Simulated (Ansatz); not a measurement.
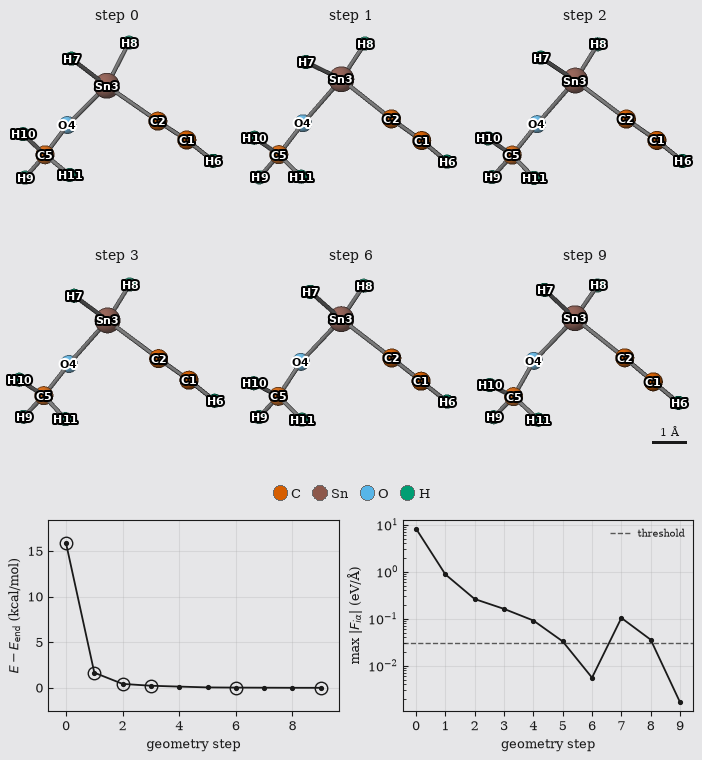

Frames of a relaxation of C3H6OSn (coarse preliminary run), marked on the history of the run. Style: ball-and-stick. Shown at a tilt.

The start comes from a force field.

Theory: RKS PBE-D4/def2-SVP (Ansatz 0.2.0). (force threshold 0.03 eV/Å; at most 200 steps)

Q: What happens along the run?

A: After 9 geometry steps the energy has fallen by 15.9 kcal/mol. The largest force component goes from 8.3 to 0.0017 eV/Å. The forces were under the threshold at step 6, but the run went on from there. The largest move after the best rigid fit is that of H10, 0.35 Å. Largest moves by element: H 0.35 Å, Sn 0.23 Å, O 0.20 Å, C 0.11 Å. Near-neighbour distances that change, for instance: Sn3–H7 1.806 → 1.728 Å, C1–C2 1.152 → 1.229 Å, C5–H9 1.051 → 1.112 Å, Sn3–O4 1.972 → 2.012 Å. Among the angles between lasting bonds that change: H7–Sn3–H8 106.3° → 116.1°, Sn3–O4–C5 109.1° → 118.9°, O4–Sn3–H8 110.1° → 103.6°. From step 0 to 1: Sn3 moves most (0.19 Å), energy −14.2 kcal/mol. From step 1 to 2: H7 moves most (0.14 Å), energy −1.23 kcal/mol. From step 2 to 3: H7 moves most (0.07 Å), energy −0.20 kcal/mol. From step 3 to 6: H7 moves most (0.13 Å), energy −0.20 kcal/mol. From step 6 to 9: H10 moves most (0.09 Å), energy −0.02 kcal/mol.

| step | E − E(0), kcal/mol | largest force component, eV/Å |
| --- | --- | --- |
| 0 | 0.00 | 8.2506 |
| 1 | -14.21 | 0.8780 |
| 2 | -15.44 | 0.2620 |
| 3 | -15.65 | 0.1616 |
| 4 | -15.74 | 0.0915 |
| 5 | -15.83 | 0.0329 |
| 6 | -15.85 | 0.0056 |
| 7 | -15.86 | 0.1038 |
| 8 | -15.87 | 0.0357 |
| 9 | -15.87 | 0.0017 |
